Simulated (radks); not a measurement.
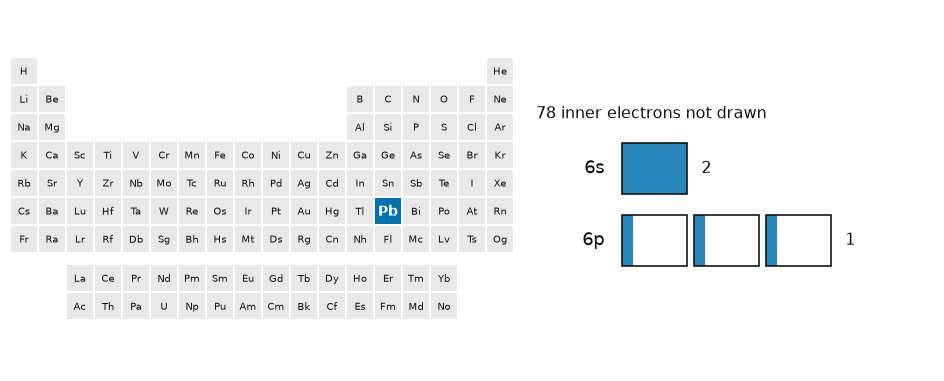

Fig. 1: Left, the place of lead in the periodic table; right, the outer shells as the input fills them: a box for each of the 2l + 1 orbitals, shaded by the share of the shell that is filled, with the electron count at the right.

# Atomic calculation for Pb⁺

Pb⁺ (Z = 82, 81 electrons) in the configuration [Xe] 4f14 5d10 6s2 6p1. Computed at this level: scalar-relativistic Kohn-Sham, LDA (Slater exchange, Perdew-Wang correlation), spin-unpolarised, spherical densities, finite nucleus (the in-house radial solver radks).

### The input
```
Z 82
configuration [Hg] 6p1
relativity scalar-relativistic
functional lda,pw
spin unpolarised
nucleus finite rms 5.5012 fm
c 137.035999084
threshold 1e-13
max_iterations 61
```

Energies in input and log are in hartree, lengths in bohr (the nuclear radius in fm).

Hardware: 1 thread of Intel Xeon, 108 GiB of memory available, shared host.

Launched within a batch (the task file carries these settings):
```bash
python <driver script> task.json out
```

### Log
```
1s      1   2.0000       -3234.41101711
2s      1   2.0000        -578.85343869
2p      1   6.0000        -496.99912597
3s      1   2.0000        -139.16284228
3p      1   6.0000        -115.67950324
3d      1  10.0000         -91.62061101
4s      1   2.0000         -31.69735669
4p      1   6.0000         -23.99489863
4d      1  10.0000         -15.05798501
4f      1  14.0000          -5.18358308
5s      1   2.0000          -5.58887025
5p      1   6.0000          -3.44514688
5d      1  10.0000          -1.06709382
6s      1   2.0000          -0.71940519
6p      1   1.0000          -0.37298272
Etot -20864.617450653204
Ekin 23558.760352513404
Encl -52063.93513147891
Eh 8015.512688379527
Exc -374.95536006722614
err 3.4947848363776975e-13
it 23
```

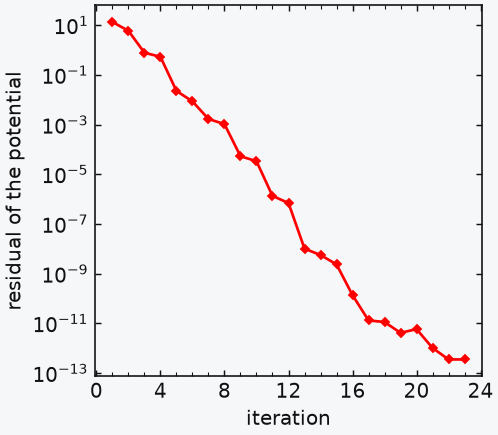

Fig. 2: Convergence: residual of the potential against the iteration. The residual falls almost steadily, with no more than small rises or pauses. It goes from 14 to 3.5×10⁻¹³ in 23 steps.

### What the run reported

| quantity | value |
| --- | --- |
| outcome | converged |
| total energy | −20864.6175 hartree |
| kinetic energy | 23558.7604 hartree |
| electron–nucleus energy | −52063.9351 hartree |
| Hartree energy | 8015.5127 hartree |
| exchange–correlation energy | −374.955360 hartree |
| radius at density 0.001 e/bohr³ | 4.22 bohr |
| SCF iterations | 23 |

### What is odd here

A numerical setting was moved from its usual value: convergence threshold tolx = 1e-13. The program ran to the end, and its total energy equals that of the same run with the usual input (−20864.61745 hartree) within 10⁻⁵ hartree, so the oddity leaves no trace in it.
